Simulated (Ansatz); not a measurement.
**G0W0 on several functionals: Si3N4 (I-43d)**

Aim: G0W0 for Si3N4 (I-43d) on several starting functionals, at one mesh, band count and screening cutoff.

Program: Ansatz 0.2.0. Level of theory: G0W0 on several functionals, plane waves, PAW. Results are calculated unless marked as measured.

In doubt: masses and optical values from hybrid runs of this build are listed as unsure (step 4), which bears on the screening that GW takes from such a start.

### Step 1. The starting structure

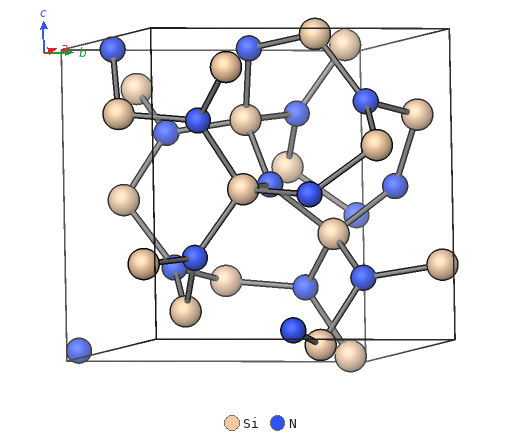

The starting structure, seen slightly off an axis (silicon light orange, nitrogen blue). This picture shows the conventional cell, with its axes. Bonds to atoms that aren't drawn are left out. Some periodic images of atoms are drawn too.

Coordinates:

```xyz
14
Lattice="-3.2374 3.2374 3.2374 3.2374 -3.2374 3.2374 3.2374 3.2374 -3.2374" Properties=species:S:1:pos:R:3 pbc="T T T"
Si    2.4280    3.2374   -1.6187
Si   -1.6187    2.4280    3.2374
Si    0.8093    3.2374    1.6187
Si    1.6187    0.8093    3.2373
Si    3.2374   -1.6187    2.4280
Si    3.2374    1.6187    0.8093
N     1.8220    1.8220    1.8220
N     0.2033   -0.2033    3.0340
N     1.4154    4.6527   -1.4154
N     3.0340    0.2033   -0.2033
N    -1.4154    1.4154    4.6527
N     0.2033    0.2033    0.2033
N     4.6527   -1.4154    1.4154
N    -0.2033    3.0340    0.2033
```

The cell and positions come from the Crystallography Open Database and are kept as given unless a step says otherwise. This is not the form that Si3N4 usually takes at ambient conditions.

### Step 2. G0W0 on LDA

G0W0 replaces the xc potential by the self-energy, built once from these orbitals. Only a window of levels is corrected, while the sums run over the empty bands that the input names. This step takes PAW set soft_1 files.

This step: G0W0 on LDA, plane waves, PAW; PAW set soft_1.

File input.yaml:

```yaml
crystal:
  lattice:
    - [-3.23735, 3.23735, 3.23735]
    - [3.23735, -3.23735, 3.23735]
    - [3.23735, 3.23735, -3.23735]
  atoms:
    - { symbol: Si, position: [0.25, 0.125, 0.875] }
    - { symbol: Si, position: [0.875, 0.25, 0.125] }
    - { symbol: Si, position: [0.75, 0.375, 0.625] }
    - { symbol: Si, position: [0.625, 0.75, 0.375] }
    - { symbol: Si, position: [0.125, 0.875, 0.25] }
    - { symbol: Si, position: [0.375, 0.625, 0.75] }
    - { symbol: "N", position: [0.5628, 0.5628, 0.5628] }
    - { symbol: "N", position: [0.4372, 0.5, 0.0] }
    - { symbol: "N", position: [0.5, 0.0, 0.9372] }
    - { symbol: "N", position: [0.0, 0.4372, 0.5] }
    - { symbol: "N", position: [0.9372, 0.5, 0.0] }
    - { symbol: "N", position: [0.0628, 0.0628, 0.0628] }
    - { symbol: "N", position: [0.0, 0.9372, 0.5] }
    - { symbol: "N", position: [0.5, 0.0, 0.4372] }
kpoints:
  mp_grid: { grid: [4, 4, 4] }
hamiltonian:
  xc: lda
  pseudopotentials: { kind: paw, azcp: { folder: soft_1 }, xc_functional: pbe }
scf:
  occupations: { method: fixed }
gw:
  n_empty_bands: 308
  ecut_chi: 100
  qp_bands: [v4, c4]
  qp_kpoints: band_edges
  screening: { model: contour_deformation }
```

Launch:

```
$ ansatz run input.yaml --threads 3 --pin off --max-ram 92160MiB --backend cuda --events-out ev --progress --plain --runs-dir out --devices 1 --max-vram 13GiB
```

Numbers of over 12 decimals in the logs are rounded to 6 here.

What it wrote:

```text
GPUs: using 1 of 1 available (devices: 1).
Engine: ansatz 0.2.0, x86_64-unknown-linux-gnu
Pseudopotentials: kind: paw
Pseudopotential: Si, paw, valence charge 4, recommended cutoff 420 eV (normal), soft_1/Si.paw.azcp
Pseudopotential: N, paw, valence charge 5, recommended cutoff 420 eV (normal), soft_1/N.paw.azcp
Functional definition: SPW92
  exchange = slater_x
  correlation = pw_c
device memory: the entry about to start is reckoned to put 2.5 GiB on a device that reports 60.7 GiB free (of which the cap on the GPU budget leaves the run 13.0 GiB)
GPU FFT provider: cuFFT
GPU libraries: cuBLAS 13.8.2, cuFFT 12.4.0, cuSOLVER 12.3.4
Crystal: 14 atoms, lattice volume = 135.715 Å³
Basis set: ecut = 420 eV, 2659 PW (Γ)
Bands: 46, of which v1, the nominal top of the filled ones, is band 32 counted from 1 (31 counted from 0)
Symmetry: 24 space group operations
Space group: I-43d (ITA 220), of the structure as read, at distance tolerance 5.1e-5 Å
k-points: 8 of 64 (time reversal used)
Non-local potential: Si, projectors of the file, l = 0: 2, l = 1: 2, l = 2: 1
Non-local potential: N, projectors of the file, l = 0: 2, l = 1: 2, l = 2: 1
PAW form: soft (Blöchl's): semilocal exchange-correlation on the pseudo side does not see the compensation charge
PAW frozen core: Si, regenerated for the run's functional, and the local potential with it (the file was generated under x = pbe(κ = 0.804, μ = 0.219515), c = pbe(β = 0.066725))
PAW frozen core: N, regenerated for the run's functional, and the local potential with it (the file was generated under x = pbe(κ = 0.804, μ = 0.219515), c = pbe(β = 0.066725))
PAW one-centre angular grid: Si, 110 points (default); XC on 64 Gauss nodes
PAW one-centre angular grid: N, 110 points (default); XC on 64 Gauss nodes
Initial density: superposition of atomic densities (chi_scale 0.1, normalization cell, long waves kept (reshape's long-wave potential 0.00 eV rms))
Initial wavefunctions: pseudopotential atomic-orbital guess
GPU buffer pool allocated for 64000 grid points (all kernels)
GPU transforms: local potential and band sums: pruned to the plane-wave sphere, on 40×40×40
Functional: x = slater, c = lda
SCF iter   1: F=—  HF=-6670.343458 eV  |F-HF|=—  |Δ(HF+E_count)|=         —  Δρ=1.54e-1  dr2=3.34e1  ethr=3.10e-3  ⟨swp⟩=5.0  Hψ=1439  notcnv=0  defer=83
preconditioner: auto → Resta (q_TF=auto, 2.407 Å⁻¹)  ε∞=3.8  [insulator: Δε(μ)=5.767 eV  Ē_g=15.145 eV  n_scr=42 (ndim 8)  ℏωp=25.5 eV  f_vac=0.000  ε∞_Penn≈3.8]
SCF iter   2: F=—  HF=-6660.100255 eV  |F-HF|=—  |Δ(HF+E_count)|=    1.02e1  Δρ=4.94e-2  dr2=1.85e0  ethr=3.10e-3  ⟨swp⟩=3.8  Hψ=973  notcnv=0  defer=78
SCF iter   3: F=—  HF=-6659.630449 eV  |F-HF|=—  |Δ(HF+E_count)|=   4.70e-1  Δρ=2.44e-2  dr2=4.45e-1  ethr=2.89e-3  ⟨swp⟩=1.0  Hψ=400  notcnv=0  defer=65
SCF iter   4: F=—  HF=-6659.512331 eV  |F-HF|=—  |Δ(HF+E_count)|=   1.18e-1  Δρ=1.77e-3  dr2=2.76e-3  ethr=6.95e-4  ⟨swp⟩=2.5  Hψ=420  notcnv=0  defer=92
SCF iter   5: F=—  HF=-6659.512850 eV  |F-HF|=—  |Δ(HF+E_count)|=   5.19e-4  Δρ=3.67e-4  dr2=1.65e-4  ethr=4.31e-6  ⟨swp⟩=2.2  Hψ=592  notcnv=0  defer=92
SCF iter   6: F=—  HF=-6659.512840 eV  |F-HF|=—  |Δ(HF+E_count)|=   9.59e-6  Δρ=5.82e-5  dr2=4.57e-6  ethr=2.58e-7  ⟨swp⟩=2.1  Hψ=485  notcnv=0  defer=77
SCF iter   7: F=-6659.512840 eV  HF=-6659.512840 eV  |F-HF|=1.28e-8  |Δ(HF+E_count)|=   4.65e-7  Δρ=7.52e-6  dr2=4.75e-8  ethr=1.56e-10  ⟨swp⟩=13.6  Hψ=2219  notcnv=0
SCF 1 converged in 7 iterations: F = -6659.512840 eV  dr2 = 4.75e-8
  greatest PAW one-centre occupation: 0.782 electrons in one spin orbital (limit 2), on the N atom at site 10 (counted from 0), in its partial waves of l = 0
device memory: the entry about to start is reckoned to put 3.2 GiB on a device that reports 60.6 GiB free (of which the cap on the GPU budget leaves the run 13.0 GiB)
NSCF: frozen V_eff on 8 k-points
the band table was solved once the SCF had ended and its energy, with any forces and stress, was formed, with the checks that follow a solve (1531 applications of the Hamiltonian). They found nothing against the state; the energy, forces and stress were not computed again (output.eigenvalues in the input reference)
device memory: the entry about to start is reckoned to put 5.4 GiB on a device that reports 60.6 GiB free (of which the cap on the GPU budget leaves the run 13.0 GiB)
NSCF: frozen V_eff on 8 k-points
device memory: the entry about to start is reckoned to put 5.6 GiB on a device that reports 67.4 GiB free (of which the cap on the GPU budget leaves the run 13.0 GiB)
NSCF: frozen V_eff on 8 k-points
G₀W₀ screening: q 1/8
[... further progress lines ...]
SCF converged after 7 iterations
Free energy (F): -6659.512840 eV
Harris-Foulkes:  -6659.512840 eV  (|F-HF|=1.28e-8)
Internal energy: -6659.512840 eV  (E = F + TS)
E sigma→0 (E₀):  -6659.512840 eV
Fermi energy:    9.037608 eV
--- Per-component energies (eV) ---
  E_band       = 122.986285
  E_kinetic    = 1324.845309
  E_local      = -1637.658866  (includes V_loc(G=0)·N_el)
  E_nonlocal   = 420.867015
  E_hartree    = 552.531160
  E_xc         = -817.930023
  E_vxc        = -903.176253  (∫ρ·V_xc dr)
  E_paw        = -3865.018311  (= ΣΔE_a)
  E_vpaw       = -186.960504  (= ΣTr[D̂ρ^β])
  E_aug_tail   = 0.007111  (compensation charges beyond the density's cutoff)
  E_ewald      = -2638.302572
  E_core_change = 1.146337  (= ΣΔE_core)
  E_smearing   = -0.000000  (= −TS)
  E_closure    = 0.000000  (closes the sum)
  Σ components = -6659.512840   (vs F -6659.512840, Δ=0.00e0)
--- Band table (eV; the first three rows and the last of 8) ---
  k-point 0: bands = [... 28 lower, 8.8887, 8.8887, 8.8887, 8.9885, 13.5061, 13.5061, 13.6100, 13.6100, ... 10 higher]
  k-point 1: bands = [... 28 lower, 8.1435, 8.4841, 8.9583, 8.9687, 13.1067, 13.2443, 14.0511, 14.4434, ... 10 higher]
  k-point 2: bands = [... 28 lower, 7.7539, 7.7539, 9.0376, 9.0376, 13.8528, 13.8528, 14.8896, 14.8896, ... 10 higher]
  k-point 7: bands = [... 28 lower, 7.1207, 7.1207, 7.8312, 7.8312, 14.2871, 14.2871, 14.2871, 14.2871, ... 10 higher]
--- G₀W₀: contour deformation, 6 samples at zero and on the imaginary axis and 2 off it, 64 q-points, 308 empty bands' worth ---
  eigenvalues of the whole cell's RPA ε∞ on this k-mesh (on a slab, of 1 + 4πα/V) = 4.5618, 4.5618, 4.5618; static W/v taken at q = 0 is 0.219214
  bands read: the sum over 340 bands ends inside a degenerate multiplet in 3 slots, whose members it reads at an even weight; the widest, k=7: bands 339 to 344 (counted from 1) at 2/6 each
  gw.qp_kpoints: band_edges: 8 of 8 stored k-points solved, in 1 pass; an edge of the gap read off the rows below is read off those points alone
    ik  band        ε_KS         Σx   Σc(E_QP)       V_xc       Z   E_QP_lin       E_QP  E_QP is
     0    29      8.8887   -21.6246     3.3715   -17.7919  0.7886     8.4257     8.4275  root
     0    30      8.8887   -21.6246     3.3715   -17.7919  0.7886     8.4257     8.4275  root
     0    31      8.8887   -21.6246     3.3715   -17.7919  0.7886     8.4257     8.4275  root
     0    32      8.9885   -21.7030     3.4558   -17.7672  0.7883     8.5066     8.5085  root
     0    33     13.5061    -6.9121    -4.3899   -12.3929  0.8306    14.6052    14.5969  root
     0    34     13.5061    -6.9121    -4.3899   -12.3929  0.8306    14.6052    14.5969  root
     0    35     13.6100    -8.8643    -4.3708   -14.4098  0.8229    14.7941    14.7846  root
     0    36     13.6100    -8.8643    -4.3708   -14.4098  0.8229    14.7941    14.7846  root
     1    29      8.1435   -21.2221     3.4653   -17.2023  0.7857     7.5862     7.5890  root
     1    30      8.4841   -21.2769     3.4142   -17.3461  0.7884     7.9652     7.9675  root
     1    31      8.9583   -21.6838     3.3794   -17.8484  0.7887     8.5007     8.5024  root
     1    32      8.9687   -21.7171     3.4085   -17.8455  0.7884     8.5039     8.5056  root
     1    33     13.1067    -7.5909    -4.3454   -13.0158  0.8302    14.1939    14.1862  root
     1    34     13.2443    -7.1967    -4.3377   -12.6036  0.8309    14.3211    14.3135  root
     1    35     14.0511    -8.5428    -4.5129   -14.2498  0.8229    15.2554    15.2451  root
     1    36     14.4434    -8.7623    -4.5413   -14.5499  0.8190    15.7017    15.6898  root
     2    29      7.7539   -21.1539     3.4734   -17.1140  0.7870     7.1844     7.1874  root
     2    30      7.7539   -21.1539     3.4734   -17.1140  0.7870     7.1844     7.1874  root
     2    31      9.0376   -21.8069     3.4094   -17.9449  0.7886     8.5833     8.5850  root
     2    32      9.0376   -21.8069     3.4094   -17.9449  0.7886     8.5833     8.5850  root
     2    33     13.8528    -7.4008    -4.4228   -12.9506  0.8261    14.9890    14.9798  root
     2    34     13.8528    -7.4008    -4.4228   -12.9506  0.8261    14.9890    14.9798  root
     2    35     14.8896    -9.0227    -4.6926   -14.9754  0.8169    16.1623    16.1496  root
     2    36     14.8896    -9.0227    -4.6926   -14.9754  0.8169    16.1623    16.1496  root
[...]
7    29      7.1207   -20.9870     3.6598   -16.6873  0.7815     6.4764     6.4807  root
     7    30      7.1207   -20.9870     3.6598   -16.6873  0.7815     6.4764     6.4807  root
     7    31      7.8312   -21.1212     3.6193   -16.8922  0.7828     7.2178     7.2215  root
     7    32      7.8312   -21.1212     3.6193   -16.8922  0.7828     7.2178     7.2215  root
     7    33     14.2871    -6.8843    -4.5998   -12.5918  0.8265    15.4040    15.3947  root
     7    34     14.2871    -6.8843    -4.5998   -12.5918  0.8265    15.4040    15.3947  root
     7    35     14.2871    -6.8843    -4.5998   -12.5918  0.8265    15.4040    15.3947  root
     7    36     14.2871    -6.8843    -4.5998   -12.5918  0.8265    15.4040    15.3947  root
```

Wall time 14 s (1 × NVIDIA H100 80GB HBM3 (shared by 6 runs) with 3 threads of AMD EPYC 7R13 (Zen 3), shared host); peak memory 1.4 GiB; 20 s of CPU time.

This step gave:

```yaml
bands_summed: 340
rpa_eps_infinity_on_this_mesh_eigenvalues: 4.562, 4.562, 4.562
plane_waves_in_the_screening_matrix: 321
q_points_in_the_mesh: 64
g0w0_gap_on_the_mesh: 5.423 eV
k_of_the_valence_top: 0, 0, -0.5
k_of_the_conduction_bottom: 0.25, 0.25, -0.25
starting_gap_on_the_mesh: 3.944 eV
z_at_the_valence_top: 0.7886
z_at_the_conduction_bottom: 0.8338
least_direct_g0w0_gap_on_the_computed_points: 5.681 eV
```

The gap on the mesh goes from 3.94 eV to 5.42 eV, a correction of +1.48 eV. Between the two edge states, bare exchange in place of the xc potential would open the gap by 9.22 eV, and correlation takes back 7.74 eV.

### Step 3. G0W0 on r2SCAN

One-shot GW remembers its start. Another functional's orbitals and levels show by how much.

This step: G0W0 on r2SCAN, plane waves, PAW; PAW set soft_1.

Changes to input.yaml since step 2:

```diff
@@ -23,4 +23,4 @@
 hamiltonian:
-  xc: lda
-  pseudopotentials: { kind: paw, azcp: { folder: soft_1 }, xc_functional: pbe }
+  xc: r2scan
+  pseudopotentials: { kind: paw, azcp: { folder: soft_1 } }
 scf:
```

What it wrote:

```text
GPUs: using 1 of 1 available (devices: 1).
[...]
GPU FFT provider: cuFFT
GPU libraries: cuBLAS 13.8.2, cuFFT 12.4.0, cuSOLVER 12.3.4
Crystal: 14 atoms, lattice volume = 135.715 Å³
Basis set: ecut = 500 eV, 3463 PW (Γ), exchange–correlation on 180×180×180 points (64 copies of the dense FFT grid, shifted against one another)
Bands: 46, of which v1, the nominal top of the filled ones, is band 32 counted from 1 (31 counted from 0)
Symmetry: 24 space group operations
[...]
k-points: 8 of 64 (time reversal used)
[...]
GPU buffer pool allocated for 91125 grid points (all kernels)
[...]
SCF iter   1: F=—  HF=-6937.342113 eV  |F-HF|=—  |Δ(HF+E_count)|=         —  Δρ=1.53e-1  dr2=3.38e1  dr2_τ=4.47e0  ethr=3.10e-3  ⟨swp⟩=5.0  Hψ=1438  notcnv=0  defer=83
[...]
SCF iter   7: F=-6929.420262 eV  HF=-6929.420262 eV  |F-HF|=6.40e-9  |Δ(HF+E_count)|=   8.05e-7  Δρ=5.27e-6  dr2=2.67e-8  dr2_τ=2.35e-9  ethr=1.56e-10  ⟨swp⟩=13.0  Hψ=2227  notcnv=0
SCF 1 converged in 7 iterations: F = -6929.420262 eV  dr2 = 2.67e-8
[...]
NSCF: frozen V_eff on 8 k-points
[...]
G₀W₀ screening: q 1/8
[... further progress lines ...]
SCF converged after 7 iterations
Free energy (F): -6929.420262 eV
[...]
Internal energy: -6929.420262 eV  (E = F + TS)
E sigma→0 (E₀):  -6929.420262 eV
Fermi energy:    9.074666 eV
[...]
--- Band table (eV; the first three rows and the last of 8) ---
  k-point 0: bands = [... 28 lower, 8.9319, 8.9319, 8.9319, 9.0125, 14.3441, 14.3441, 14.3828, 14.3828, ... 10 higher]
  k-point 1: bands = [... 28 lower, 8.1792, 8.5317, 9.0007, 9.0051, 13.9087, 14.0621, 14.8530, 15.2613, ... 10 higher]
  k-point 2: bands = [... 28 lower, 7.8002, 7.8002, 9.0747, 9.0747, 14.6897, 14.6897, 15.7031, 15.7031, ... 10 higher]
  k-point 7: bands = [... 28 lower, 7.1490, 7.1490, 7.8603, 7.8603, 15.1447, 15.1447, 15.1447, 15.1447, ... 10 higher]
[...]
0    29      8.9319   -21.7817     3.3449   -17.9647  0.8033     8.4582     8.4598  root
     0    30      8.9319   -21.7817     3.3449   -17.9647  0.8033     8.4582     8.4598  root
     0    31      8.9319   -21.7817     3.3449   -17.9647  0.8033     8.4582     8.4598  root
     0    32      9.0125   -21.8531     3.4247   -17.9518  0.8029     8.5342     8.5358  root
     0    33     14.3441    -6.6588    -4.1611   -11.3760  0.8432    14.9020    14.9002  root
     0    34     14.3441    -6.6588    -4.1611   -11.3760  0.8432    14.9020    14.9002  root
     0    35     14.3828    -8.5638    -4.1616   -13.4624  0.8367    15.1229    15.1198  root
     0    36     14.3828    -8.5638    -4.1616   -13.4624  0.8367    15.1229    15.1198  root
[...]
7    33     15.1447    -6.6909    -4.3462   -11.6077  0.8393    15.7174    15.7154  root
     7    34     15.1447    -6.6909    -4.3462   -11.6077  0.8393    15.7174    15.7154  root
     7    35     15.1447    -6.6909    -4.3462   -11.6077  0.8393    15.7174    15.7154  root
     7    36     15.1447    -6.6909    -4.3462   -11.6077  0.8393    15.7174    15.7154  root
```

It took 27 s on 1 × NVIDIA H100 80GB HBM3 (shared by 6 runs) with 3 threads; peak memory 1.7 GiB; 38 s of CPU time.

Numbers from this step:

* bands summed: 340
* RPA ε∞ on this mesh (eigenvalues): 4.063, 4.063, 4.063
* plane waves in the screening matrix: 321
* q-points in the mesh: 64
* G0W0 gap on the mesh: 5.686 eV
* k of the valence top: 0, 0, -0.5
* k of the conduction bottom: 0.25, 0.25, -0.25
* starting gap on the mesh: 4.729 eV
* Z at the valence top: 0.8033
* Z at the conduction bottom: 0.8460
* least direct G0W0 gap on the computed points: 5.961 eV

Against the run with 4×4×4 mesh, 308 empty bands, screening to 100 eV, PAW set soft_1 files on LDA, the gap moves by +0.26 eV, while the start moved by +0.79 eV.

### Step 4. G0W0 on HSE06

This step: G0W0 on HSE06, plane waves, PAW; PAW set soft_1.

Changes to input.yaml since step 3:

```diff
@@ -23,3 +23,3 @@
 hamiltonian:
-  xc: r2scan
+  xc: hse06
   pseudopotentials: { kind: paw, azcp: { folder: soft_1 } }
```

What it wrote:

```text
GPUs: using 1 of 1 available (devices: 1).
[...]
davidson cushion auto → on  (no smearing: the cushion is to keep the highest requested band from converging to the state above it; pin scf.eigensolver.cushion to override)
[...]
GPU FFT provider: cuFFT
GPU libraries: cuBLAS 13.8.2, cuFFT 12.4.0, cuSOLVER 12.3.4
Crystal: 14 atoms, lattice volume = 135.715 Å³
Basis set: ecut = 420 eV, 2659 PW (Γ)
[...]
0    35     14.5308    -8.4467    -4.0933   -13.1879  0.8472    15.1807    15.1786  root
     0    36     14.5308    -8.4467    -4.0933   -13.1879  0.8472    15.1807    15.1786  root
[...]
7    33     15.2638    -6.5830    -4.2705   -11.3755  0.8498    15.7873    15.7858  root
     7    34     15.2638    -6.5830    -4.2705   -11.3755  0.8498    15.7873    15.7858  root
     7    35     15.2638    -6.5830    -4.2705   -11.3755  0.8498    15.7873    15.7858  root
     7    36     15.2638    -6.5830    -4.2705   -11.3755  0.8498    15.7873    15.7858  root
[key lines of the parts left out:]
Free energy (F): -6903.653025 eV
Fermi energy:    8.374961 eV
```

Wall time 76 s (1 × NVIDIA H100 80GB HBM3 (shared by 6 runs) with 3 threads); peak memory 1.8 GiB.

This step gave:

```yaml
bands_summed: 340
rpa_eps_infinity_on_this_mesh_eigenvalues: 3.779, 3.779, 3.779
plane_waves_in_the_screening_matrix: 321
g0w0_gap_on_the_mesh: 6.012 eV
k_of_the_valence_top: 0, 0, -0.5
k_of_the_conduction_bottom: 0.25, 0.25, -0.25
starting_gap_on_the_mesh: 5.505 eV
least_direct_g0w0_gap_on_the_computed_points: 6.279 eV
```

Against the run with 4×4×4 mesh, 308 empty bands, screening to 100 eV, PAW set soft_1 files on r2SCAN, the gap moves by +0.33 eV, while the start moved by +0.78 eV.

(Part 1 of 2 ends here.)

[Paths, hosts, dates, memory and timing lines, banners, echoed tables and standing remarks are left out of the program output.]

[Logs are printed without paths, hosts, clocks, repeated set-up lines and the standing remarks that a program may print on its own settings, such as how far it seeks lower states.]

[Runs of the session that timed out or met a known fault of the program may be left out.]

[Cells called generated may have been cut or substituted from an entry of the Crystallography Open Database or the Materials Project.]

[Hosts, paths, dates, database ids (printed as entryN), source tags and the programs' standing remarks are cut or masked in the printed files.]
